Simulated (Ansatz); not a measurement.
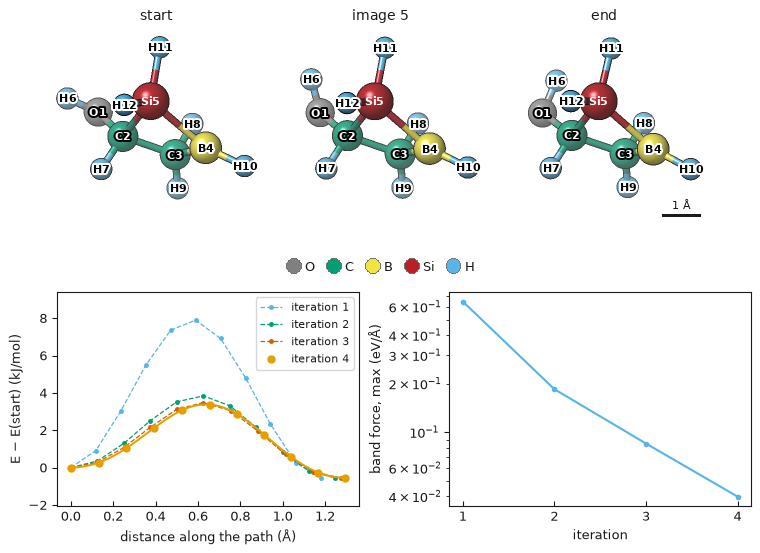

A nudged-elastic-band calculation for C2H7BOSi. Images are numbered from 0 (start) to 10 (end). The plot follows the band through its iterations. A ball-and-stick model, seen from a free direction.

All numbers below come from Ansatz 0.2.0, RKS B3LYP-D4/def2-SVP.

Input file:
```yaml
crystal:
  periodic: [false, false, false]
  atoms:
    - { symbol: O, position_ang: [-1.320703, 0.299044, 1.532319] }
    - { symbol: C, position_ang: [-0.104902, 0.264056, 0.81287] }
    - { symbol: C, position_ang: [0.195299, -1.148202, 0.260846] }
    - { symbol: B, position_ang: [0.906016, -0.827126, -1.101715] }
    - { symbol: Si, position_ang: [0.102847, 1.03632, -0.969525] }
    - { symbol: H, position_ang: [-1.507271, 1.215248, 1.77314] }
    - { symbol: H, position_ang: [0.750791, 0.579143, 1.448127] }
    - { symbol: H, position_ang: [-0.773389, -1.547964, -0.133725] }
    - { symbol: H, position_ang: [0.561814, -1.90759, 0.972798] }
    - { symbol: H, position_ang: [1.603274, -1.526991, -1.7874] }
    - { symbol: H, position_ang: [-1.212677, 1.198939, -1.663022] }
    - { symbol: H, position_ang: [0.8759, 2.309926, -1.110513] }
basis:
  gaussian: { orbitals: def2-SVP }
hamiltonian:
  xc: b3lyp
  dispersion: d4
neb:
  order_check: false
  images: 9
  f_tol: 0.05
  max_iterations: 10
  initial_path: idpp
  final_atoms:
    - { symbol: O, position_ang: [-1.04698474, 0.59607015, 1.7561449] }
    - { symbol: C, position_ang: [0.01160572, 0.33912559, 0.86489318] }
    - { symbol: C, position_ang: [0.15526197, -1.1068583, 0.29844876] }
    - { symbol: B, position_ang: [0.8501142, -0.82195247, -1.0855778] }
    - { symbol: Si, position_ang: [0.165628, 1.0866919, -0.92757293] }
    - { symbol: H, position_ang: [-1.87374799, 0.57922947, 1.25725188] }
    - { symbol: H, position_ang: [0.93745803, 0.58016869, 1.41645229] }
    - { symbol: H, position_ang: [-0.85017971, -1.45070443, -0.05154196] }
    - { symbol: H, position_ang: [0.51058488, -1.88862475, 0.99219825] }
    - { symbol: H, position_ang: [1.49004596, -1.55545911, -1.79080261] }
    - { symbol: H, position_ang: [-1.20013509, 1.23702059, -1.52927204] }
    - { symbol: H, position_ang: [0.92734776, 2.35009568, -1.16642192] }
```

Command:
```bash
ansatz run input.yaml --threads 2 --pin off --max-ram 3072MiB --backend cpu --events-out ev --progress --plain --runs-dir out
```

**Judge this run.**

The run is converged, with reservations. The band converged in 4 iterations. The largest component of the band force went from 0.65 to 0.04 eV/Å. The climbing image converged on the top of the path. Its curvatures weren't checked. The iteration limit was low. The first iteration put the highest image at 7.89 kJ/mol. The energy climbs by 3.38 kJ/mol to image 5 and then falls by 3.93 kJ/mol, so the end point sits at −0.55 kJ/mol.

The run took 2.1 min on 2 threads of Arm Neoverse V2, on a shared host, peak memory 0.24 GiB.
